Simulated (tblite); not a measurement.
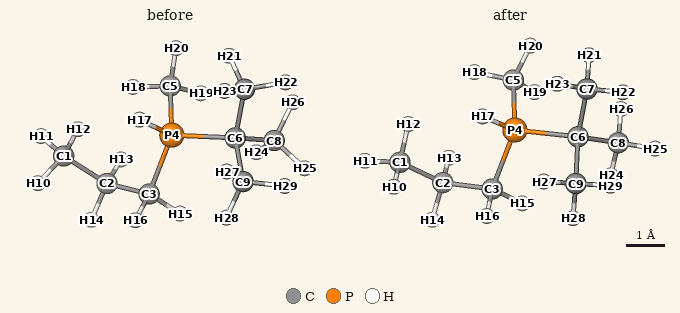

The structure of C8H20P (charge +1) before (left) and after (right) a relaxation, at one scale.

Style: ball-and-stick. Shown at a tilt.

Computed with GFN2-xTB geometry optimisation, gas phase in tblite 0.8.0. 

Q: What changed between the two?

A: H11 moves most after the best rigid fit: 0.86 Å. By element the largest moves are H 0.86 Å, C 0.26 Å, P 0.20 Å. Near-neighbour distances that change, for instance: P4–C6 1.806 → 1.854 Å, P4–H17 1.414 → 1.380 Å, C3–H16 1.125 → 1.094 Å, C6–C8 1.497 → 1.526 Å. Bond angles that change, for instance: P4–C6–C9 113.0° → 107.4°, C5–P4–C6 108.2° → 112.6°, P4–C3–H16 111.9° → 107.6°. Groups turn about C6–C8 by about 45°, C1–C2 by about 25°, C6–C9 by about 25°. The energy falls by 18.5 kcal/mol in 125 geometry steps.
